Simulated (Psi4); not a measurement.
**[SiCl3]+ (SMILES Cl[Si+](Cl)Cl): TPSS/aug-cc-pVDZ**

What is the energy change on altering one bond length of [SiCl3]+ at TPSS/aug-cc-pVDZ? 

The calculation is run with Psi4 1.11.

### 1 The structure to begin with

[SiCl3]+ has 4 atoms, charge +1, and is taken as a singlet. As SMILES, `Cl[Si+](Cl)Cl`. The coordinates come from a PBE0-D4/def2-TZVP relaxation.

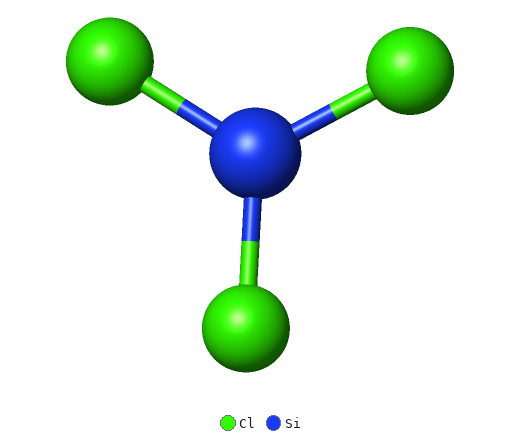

Viewed from a chosen angle; chlorine green, silicon blue.

### 2 Energy and forces at TPSS/aug-cc-pVDZ

cl3si_ase.py reads:

```python
import numpy as np
from ase.calculators.psi4 import Psi4
from ase import Atoms

mol = Atoms(['Cl', 'Si', 'Cl', 'Cl'], positions=[
    [-1.556000, -0.622300, 0.990900],
    [0.000000, -0.000100, -0.000100],
    [1.772000, -0.669600, 0.449500],
    [-0.216000, 1.292000, -1.440300],
])
calc = Psi4(atoms=mol, method='tpss', basis='aug-cc-pVDZ', memory='2200MB', num_threads=1, charge=1, multiplicity=1, label='cl3si')
calc.psi4.set_options({'puream': True, 'e_convergence': 1e-09, 'd_convergence': 1e-08, 'scf_type': 'pk', 'dft_radial_points': 99, 'dft_spherical_points': 590})
mol.calc = calc

forces = mol.get_forces()
print(f'energy: {mol.get_potential_energy():.6f} eV')
print('forces / eV A^-1')
print(np.round(forces, 5))
```

Started as:

```sh
$ python cl3si_ase.py
```

cl3si.dat:

```text
[...]
  Running in c1 symmetry.
[...]
  Nuclear repulsion =  330.127150927455659
[...]
  Multiplicity = 1
[...]
  Nalpha       = 32
  Nbeta        = 32
[...]
    Number of basis functions: 108
[...]
   @RKS iter   1: -1669.96057057436587    5.82843e-01   2.39463e-03 ADIIS/DIIS
[...]
   @RKS iter   9: -1669.99380692218506   -2.72848e-12   4.25566e-09 DIIS
[...]
    Orbital Energies [Eh]
    ---------------------
    Doubly Occupied:
       1A   -101.264292     2A   -101.264290     3A   -101.264288
       4A    -66.076758     5A     -9.503066     6A     -9.503046
       7A     -9.503044     8A     -7.281403     9A     -7.281401
      10A     -7.281400    11A     -7.274201    12A     -7.274200
      13A     -7.274198    14A     -7.272110    15A     -7.272109
      16A     -7.272106    17A     -5.486457    18A     -3.864828
      19A     -3.860899    20A     -3.860899    21A     -1.060625
      22A     -1.023522    23A     -1.023520    24A     -0.726457
      25A     -0.636525    26A     -0.636522    27A     -0.588669
      28A     -0.552875    29A     -0.552874    30A     -0.544227
      31A     -0.544225    32A     -0.520152
[...]
  @RKS Final Energy: -1669.99380692218506
   => Energetics <=
    Nuclear Repulsion Energy =            330.1271509274556593
    One-Electron Energy =               -2949.7254904977194201
    Two-Electron Energy =                1055.1611543047772557
    DFT Exchange-Correlation Energy =    -105.5566216566985531
    Empirical Dispersion Energy =           0.0000000000000000
    VV10 Nonlocal Energy =                  0.0000000000000000
    Total Energy =                      -1669.9938069221850583
[...]
 Multipole Moments:
 ------------------------------------------------------------------------------------
     Multipole            Electronic (a.u.)      Nuclear  (a.u.)        Total (a.u.)
 ------------------------------------------------------------------------------------
 L = 1.  Multiply by 2.5417464519 to convert [e a0] to [Debye]
 Dipole X            :          0.0000163            0.0000000            0.0000163
 Dipole Y            :         -0.0000523           -0.0000794           -0.0001317
 Dipole Z            :         -0.0000677           -0.0000794           -0.0001471
 Magnitude           :                                                    0.0001981
[...]
  -Total Gradient:
     Atom            X                  Y                   Z
    ------   -----------------  -----------------  -----------------
       1        0.018394884407     0.007359256127    -0.011710944058
       2       -0.000006310748    -0.000006566551    -0.000007443994
       3       -0.020947506430     0.007905939647    -0.005296442060
       4        0.002563474641    -0.015263387992     0.017019513672
[...]
```

On the terminal:

```text
energy: -45442.846138 eV
forces / eV A^-1
[[-9.45900e-01 -3.78430e-01  6.02200e-01]
 [ 3.20000e-04  3.40000e-04  3.80000e-04]
 [ 1.07716e+00 -4.06540e-01  2.72350e-01]
 [-1.31820e-01  7.84870e-01 -8.75180e-01]]
```

Run time: 68 s. Hardware: 1 thread of Intel Xeon 6975P-C (Granite Rapids), shared host; peak memory 1.1 GiB.

### 3 The distorted shape: the energy at TPSS/aug-cc-pVDZ

calc.py reads:

```python
import psi4

psi4.set_memory(2200000000)
psi4.set_num_threads(1)
psi4.core.set_output_file('output.dat', False)

mol = psi4.geometry("""
1 1
Cl    -1.523602    -0.816105     1.206918
Si     0.032398    -0.193905     0.215918
Cl     1.804398    -0.863405     0.665518
Cl    -0.216000     1.292000    -1.440300
units angstrom
symmetry c1
no_reorient
no_com
""")

options = {'basis': 'aug-cc-pVDZ', 'reference': 'rks', 'puream': True, 'e_convergence': 1e-09, 'd_convergence': 1e-08, 'scf_type': 'pk', 'dft_radial_points': 99, 'dft_spherical_points': 590}
psi4.set_options(options)

e_tot, wfn = psi4.energy("tpss", return_wfn=True)
psi4.oeprop(wfn, "LOWDIN_CHARGES", "DIPOLE", "MAYER_INDICES")
print('E =', round(e_tot, 9))
for k, v in sorted(psi4.core.scalar_variables().items()):
    print(f'{k:45s} {v:18.10f}')
```

Started as:

```sh
$ python calc.py
```

output.dat:

```text
[...]
  Running in c1 symmetry.
[...]
  Nuclear repulsion =  315.293458268249083
[...]
  Multiplicity = 1
[...]
  Nalpha       = 32
  Nbeta        = 32
[...]
    Number of basis functions: 108
[...]
   @RKS iter   1: -1669.94203914775562    4.05149e-01   2.35573e-03 DIIS/ADIIS
[...]
   @RKS iter  10: -1669.97654567635209   -1.13687e-11   7.31571e-09 DIIS
[...]
    Orbital Energies [Eh]
    ---------------------
    Doubly Occupied:
       1A   -101.275926     2A   -101.275924     3A   -101.246074
       4A    -66.092491     5A     -9.514378     6A     -9.514366
       7A     -9.479283     8A     -7.292886     9A     -7.292883
      10A     -7.285472    11A     -7.285469    12A     -7.283423
      13A     -7.283420    14A     -7.260066    15A     -7.249886
      16A     -7.248189    17A     -5.497889    18A     -3.876752
      19A     -3.872759    20A     -3.872099    21A     -1.059818
      22A     -1.033074    23A     -0.977631    24A     -0.728609
      25A     -0.641501    26A     -0.614606    27A     -0.586566
      28A     -0.555608    29A     -0.552924    30A     -0.543848
      31A     -0.511443    32A     -0.502590
[...]
  @RKS Final Energy: -1669.97654567635209
   => Energetics <=
    Nuclear Repulsion Energy =            315.2934582682490827
    One-Electron Energy =               -2920.1603171114220459
    Two-Electron Energy =                1040.3538070737083672
    DFT Exchange-Correlation Energy =    -105.4634939068875639
    Empirical Dispersion Energy =           0.0000000000000000
    VV10 Nonlocal Energy =                  0.0000000000000000
    Total Energy =                      -1669.9765456763520888
[...]
 Multipole Moments:
 ------------------------------------------------------------------------------------
     Multipole            Electronic (a.u.)      Nuclear  (a.u.)        Total (a.u.)
 ------------------------------------------------------------------------------------
 L = 1.  Multiply by 2.5417464519 to convert [e a0] to [Debye]
 Dipole X            :         -2.8398814            2.9387207            0.0988392
 Dipole Y            :         16.9875951          -17.5788749           -0.5912799
 Dipole Z            :        -18.9360540           19.5948801            0.6588261
 Magnitude           :                                                    0.8907485
[...]
```

The script printed:

```text
E = -1669.976545676
CURRENT ENERGY                                  -1669.9765456764
CURRENT REFERENCE ENERGY                        -1669.9765456764
DD SOLVATION ENERGY                                 0.0000000000
DFT FUNCTIONAL TOTAL ENERGY                     -1669.9765456764
DFT TOTAL ENERGY                                -1669.9765456764
DFT VV10 ENERGY                                     0.0000000000
DFT XC ENERGY                                    -105.4634939069
GRID ELECTRONS ALPHA                               32.0000000985
GRID ELECTRONS BETA                                32.0000000985
GRID ELECTRONS TOTAL                               64.0000001970
NUCLEAR REPULSION ENERGY                          315.2934582682
ONE-ELECTRON ENERGY                             -2920.1603171114
PCM POLARIZATION ENERGY                             0.0000000000
PE ENERGY                                           0.0000000000
SCF ITERATION ENERGY                            -1669.9765456764
SCF ITERATIONS                                     10.0000000000
SCF TOTAL ENERGY                                -1669.9765456764
TWO-ELECTRON ENERGY                              1040.3538070737
XC GRID RADIAL POINTS                              99.0000000000
XC GRID SPHERICAL POINTS                          590.0000000000
XC GRID TOTAL POINTS                           227107.0000000000
```

Wall time 29 s (1 thread of Intel Xeon 6975P-C (Granite Rapids), shared host); peak memory 1.1 GiB.

### 4 Outcome

Level: TPSS/aug-cc-pVDZ.

```
                                                           quantity           value
                                          first shape: total energy  -1669.99381 Eh
                                           first shape: HOMO energy       -14.15 eV
                                           first shape: LUMO energy        -9.12 eV
                                         first shape: HOMO–LUMO gap         5.04 eV
                              first shape: largest force on an atom      1.183 eV/Å
                                      distorted shape: total energy  -1669.97655 Eh
                                       distorted shape: HOMO energy       -13.68 eV
                                       distorted shape: LUMO energy        -9.65 eV
                                     distorted shape: HOMO–LUMO gap         4.02 eV
energy change with the Si2–Cl4 bond stretched from 1.947 to 2.239 Å        0.470 eV
```

With the Si2–Cl4 bond stretched from 1.947 to 2.239 Å the energy rises by 0.47 eV (45.3 kJ/mol). The first shape isn't relaxed at this level, so the change isn't measured from a minimum. The largest force (first shape) is 1.18 eV/Å: the shape isn't a stationary point for this species at this level.
